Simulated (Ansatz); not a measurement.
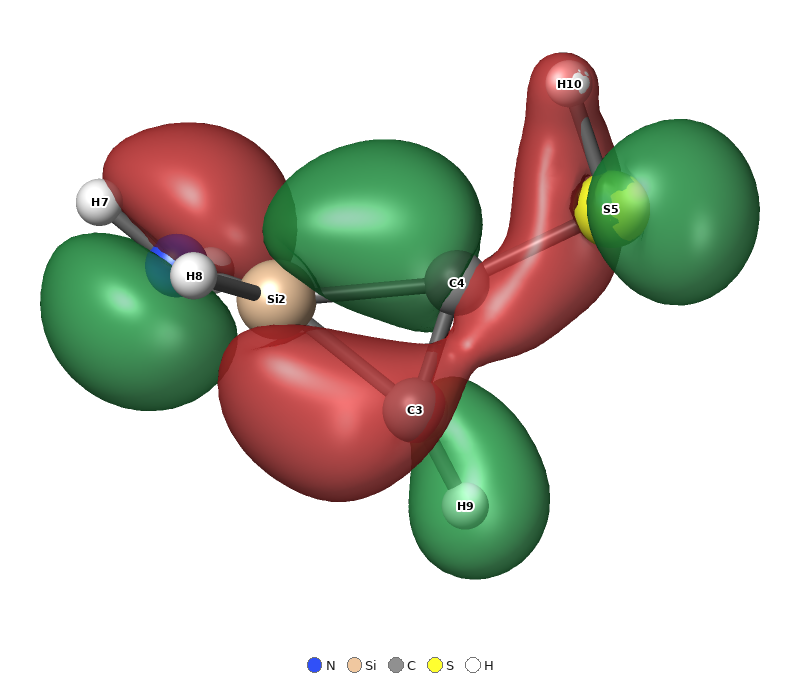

The picture shows: C₂H₅NSSi (SMILES N[SiH]1C=C1S). One frontier orbital at ±0.08 Å⁻³ᐟ² (green and red are the two phases), seen at a tilt.

These are results of RKS PBE-D4/def2-SVP (Ansatz 0.2.0), not measurements.

```xyz
10

N     0.6758    0.2430    2.0023
Si    0.8064   -0.4150    0.4098
C    -0.5927   -1.1188   -0.4953
C    -0.1986    0.0671   -1.0583
S    -0.7983    1.0220   -2.3877
H    -0.1946    0.6517    2.3470
H     1.4970    0.6266    2.4733
H     2.2320   -0.8543    0.2650
H    -1.3942   -1.8464   -0.7044
H     0.1474    2.0017   -2.3287
```

### Which orbital is it: HOMO or LUMO?

The HOMO, at −5.33 eV. Its weight (Hirshfeld) is mainly on N1 (about 30 %), C4 (about 15 %), Si2 (about 15 %), C3 (about 15 %) and S5 (about 15 %).
